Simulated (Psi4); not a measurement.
# CH3Cl2Si (SMILES [CH2][SiH](Cl)Cl): UB3LYP/6-31G(d) (spherical functions)

Aim: the vertical doublet–quartet gap of CH3Cl2Si at UB3LYP/6-31G* (spherical functions), from 2 runs. 

The results are computed with Psi4 1.11.

## Step 1: The molecule

The species is CH3Cl2Si (7 atoms), meant as a doublet with charge 0. SMILES: `[CH2][SiH](Cl)Cl`. Geometry: relaxed at PBE0-D4/def2-TZVP. This is one conformer, not always the lowest.

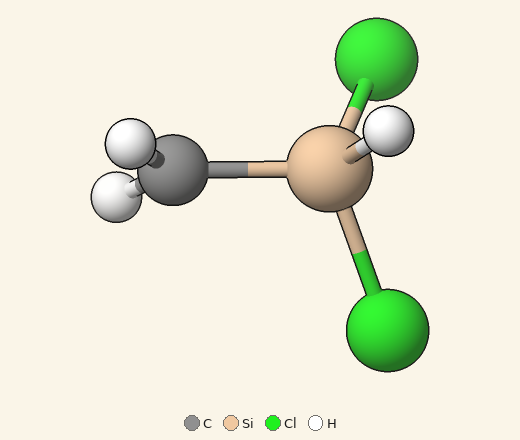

The structure, seen from a chosen angle (carbon grey, silicon light orange, chlorine green, hydrogen white).

## Step 2: Energy and gradient at UB3LYP/6-31G(d) (spherical functions)

calc.in reads:

```
memory 2200 mb

molecule system {
  0 2
  C
  Si 1 1.822577
  Cl 2 2.049014 1 110.0375
  Cl 2 2.048751 1 109.98181 3 -118.70851
  H 1 1.084948 2 122.14119 4 -58.24878
  H 1 1.085069 5 115.80329 2 179.84052
  H 2 1.475195 1 112.53432 5 -178.91823
  symmetry c1
  no_reorient
  no_com
}

set {
  basis 6-31G*
  reference uks
  puream true
  e_convergence 1e-09
  d_convergence 1e-08
  scf_type pk
  dft_radial_points 99
  dft_spherical_points 590
  maxiter 100
}

e_tot, wfn = gradient('b3lyp', return_wfn=True)
```

Command:

```sh
$ psi4 calc.in calc.out -n 1
```

calc.out:

```text
[...]
  Running in c1 symmetry.
[...]
  Nuclear repulsion =  261.789124727627154
[...]
  Multiplicity = 2
[...]
  Nalpha       = 29
  Nbeta        = 28
[...]
    Number of basis functions: 74
[...]
   @UKS iter   1: -1249.68436674089571   -1.40348e-01   6.72249e-03 DIIS/ADIIS
[...]
   @UKS iter  12: -1249.83266162190534   -3.41061e-12   7.50089e-09 DIIS
[...]
   @S^2 Observed:                7.532718266E-01
[...]
    Orbital Energies [Eh]
    ---------------------
    Alpha Occupied:
       1A   -101.525719     2A   -101.525667     3A    -66.196428
       4A    -10.217033     5A     -9.460839     6A     -9.460771
       7A     -7.221323     8A     -7.221273     9A     -7.215297
      10A     -7.215243    11A     -7.214993    12A     -7.214936
      13A     -5.351320    14A     -3.711545    15A     -3.709763
      16A     -3.707023    17A     -0.853836    18A     -0.826790
      19A     -0.716423    20A     -0.537778    21A     -0.460809
      22A     -0.418416    23A     -0.410790    24A     -0.402380
      25A     -0.344852    26A     -0.339530    27A     -0.327076
      28A     -0.323712    29A     -0.265848
    Alpha Virtual:
[...]
  @UKS Final Energy: -1249.83266162190534
   => Energetics <=
    Nuclear Repulsion Energy =            261.7891247276271542
    One-Electron Energy =               -2246.5993951015389030
    Two-Electron Energy =                 802.7204028134532336
    DFT Exchange-Correlation Energy =     -67.7427940614469293
    Empirical Dispersion Energy =           0.0000000000000000
    VV10 Nonlocal Energy =                  0.0000000000000000
    Total Energy =                      -1249.8326616219053449
[...]
 Multipole Moments:
 ------------------------------------------------------------------------------------
     Multipole            Electronic (a.u.)      Nuclear  (a.u.)        Total (a.u.)
 ------------------------------------------------------------------------------------
 L = 1.  Multiply by 2.5417464519 to convert [e a0] to [Debye]
 Dipole X            :         -2.7151792            3.1613071            0.4461278
 Dipole Y            :         -1.6057003            1.8689052            0.2632049
 Dipole Z            :          4.6757424           -5.4551992           -0.7794569
 Magnitude           :                                                    0.9358739
[...]
  -Total Gradient:
     Atom            X                  Y                   Z
    ------   -----------------  -----------------  -----------------
       1       -0.000252990053    -0.000180334693     0.002959947685
       2       -0.006823118354    -0.004046142253     0.001446999820
       3       -0.000672031639     0.009825570139    -0.003644943450
       4        0.008281628298    -0.005302680991    -0.003619716669
       5        0.001119484227     0.000641182861     0.001519104687
       6       -0.001276694020    -0.000716886531     0.001391982312
       7       -0.000377054633    -0.000221046778    -0.000058567481
[...]
```

Wall time 33 s (1 thread of Intel Xeon Platinum 8259CL at 2.50GHz (Skylake/Cascade Lake), shared host); peak memory 0.93 GiB.

## Step 3: The quartet, same level

calc.in reads:

```
memory 2.2 GB

molecule {
  0 4
  C
  Si 1 R2
  Cl 2 R3 1 A3
  Cl 2 R4 1 A4 3 D4
  H 1 R5 2 A5 4 D5
  H 1 R6 5 A6 2 D6
  H 2 R7 1 A7 5 D7

  R2 = 1.822577
  R3 = 2.049014
  A3 = 110.0375
  R4 = 2.048751
  A4 = 109.98181
  D4 = -118.70851
  R5 = 1.084948
  A5 = 122.14119
  D5 = -58.24878
  R6 = 1.085069
  A6 = 115.80329
  D6 = 179.84052
  R7 = 1.475195
  A7 = 112.53432
  D7 = -178.91823
  symmetry c1
}

set {
  basis 6-31G*
  reference uks
  puream true
  e_convergence 1e-09
  d_convergence 1e-08
  scf_type pk
  dft_radial_points 99
  dft_spherical_points 590
  maxiter 100
}

e, wfn = gradient("b3lyp", return_wfn=True)
oeprop(wfn, "MULLIKEN_CHARGES", "QUADRUPOLE", "DIPOLE", title="B3LYP")
```

Command:

```sh
$ psi4 -n 1 calc.in calc.out
```

calc.out, shortened:

```text
[...]
  Running in c1 symmetry.
[...]
  Nuclear repulsion =  261.789124727627154
[...]
  Multiplicity = 4
[...]
  Nalpha       = 30
  Nbeta        = 27
[...]
    Number of basis functions: 74
[...]
   @UKS iter   1: -1249.37071235593407    1.73306e-01   7.17552e-03 ADIIS/DIIS
[...]
   @UKS iter  22: -1249.55024558719947   -2.50111e-12   6.64789e-09 DIIS
[...]
   @S^2 Observed:                3.756100983E+00
[...]
  @UKS Final Energy: -1249.55024558719947
   => Energetics <=
    Nuclear Repulsion Energy =            261.7891247276271542
    One-Electron Energy =               -2246.1020445549611395
    Two-Electron Energy =                 802.4954106210154805
    DFT Exchange-Correlation Energy =     -67.7327363808811782
    Empirical Dispersion Energy =           0.0000000000000000
    VV10 Nonlocal Energy =                  0.0000000000000000
    Total Energy =                      -1249.5502455871996972
[...]
  -Total Gradient:
     Atom            X                  Y                   Z
    ------   -----------------  -----------------  -----------------
       1       -0.009453595755    -0.005301309045     0.005238432184
       2       -0.058274680297    -0.033190934060     0.039395085223
       3       -0.010658859028     0.099217009165    -0.030156683078
       4        0.083434285813    -0.057808444202    -0.030700983778
       5        0.001582713686     0.000941600107     0.002506243947
       6       -0.000790133073    -0.000569918128     0.008004530422
       7       -0.005840087218    -0.003288069124     0.005708138377
[...]
 Multipole Moments:
 ------------------------------------------------------------------------------------
     Multipole            Electronic (a.u.)      Nuclear  (a.u.)        Total (a.u.)
 ------------------------------------------------------------------------------------
[...]
  Mulliken Charges: (a.u.)
   Center  Symbol    Alpha    Beta     Spin     Total
       1     C     3.72222  2.72196  1.00027 -0.44418
       2    SI     7.53125  6.52920  1.00206 -0.06045
       3    CL     8.72520  8.18673  0.53848  0.08807
       4    CL     8.72452  8.18326  0.54126  0.09222
       5     H     0.39149  0.43188 -0.04039  0.17663
       6     H     0.40034  0.42462 -0.02427  0.17504
       7     H     0.50497  0.52236 -0.01740 -0.02733
   Total alpha = 30.00000, Total beta = 27.00000, Total charge = -0.00000
    Psi4 run time: 0:00:46.71
```

Run time: 48 s. Hardware: 1 thread of Intel Xeon Platinum 8259CL at 2.50GHz (Skylake/Cascade Lake), shared host; peak memory 0.93 GiB.

## Step 4: Outcome

Level: UB3LYP/6-31G* (spherical functions).

| quantity | value |
| --- | --- |
| doublet: total energy | -1249.83266 Eh |
| doublet: dipole moment | 2.38 D |
| doublet: HOMO energy (highest over α and β) | -7.23 eV |
| doublet: LUMO energy (lowest over α and β) | -3.24 eV |
| doublet: ⟨S²⟩ | 0.753 |
| doublet: largest force on an atom | 0.540 eV/Å |
| quartet: total energy | -1249.55025 Eh |
| quartet: dipole moment | 1.08 D |
| quartet: HOMO energy (highest over α and β) | -1.42 eV |
| quartet: ⟨S²⟩ | 3.756 |
| quartet: largest force on an atom | 5.453 eV/Å |
| vertical energy of the quartet above the doublet | 7.685 eV |

**Reading.** At this shape the quartet lies 7.68 eV (741 kJ/mol) above the doublet. The largest force (doublet) is 0.54 eV/Å: the shape isn't a stationary point for this species at this level. Mulliken charges (quartet) run from -0.44 on C1 to +0.18 on H5; they depend strongly on the basis.
